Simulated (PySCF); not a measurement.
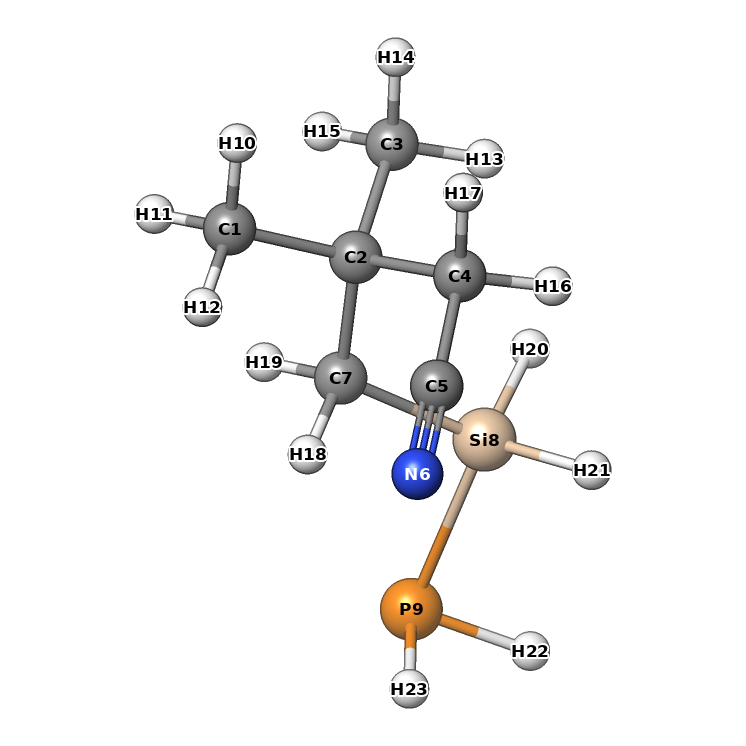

Computed geometry: GFN2-xTB optimisation. No frequency run is at hand to confirm it as a minimum. Electric field gradients from the ground-state density, PBE0/pcSseg-1 (PySCF 2.14.0), non-relativistic apart from any core potentials.

Give the largest field-gradient component, the quadrupole coupling constant and the asymmetry for 14N at N6 (Q = 20.44 mb), 2H at H10 (Q = 2.86 mb), 2H at H11 (Q = 2.86 mb), 2H at H12 (Q = 2.86 mb), 2H at H13 (Q = 2.86 mb).

```
atom  V_zz (a.u.)  e²qQ/h (MHz)     η
  N6       −0.965         −4.63  0.03
 H10        0.313         0.210  0.03
 H11        0.315         0.211  0.02
 H12        0.309         0.207  0.02
 H13        0.315         0.211  0.03
```

The geometry is semi-empirical. Around P, Si such bond lengths and angles can be off by a tenth of an ångström or more and by several degrees, and values that hang on the shape move with them.
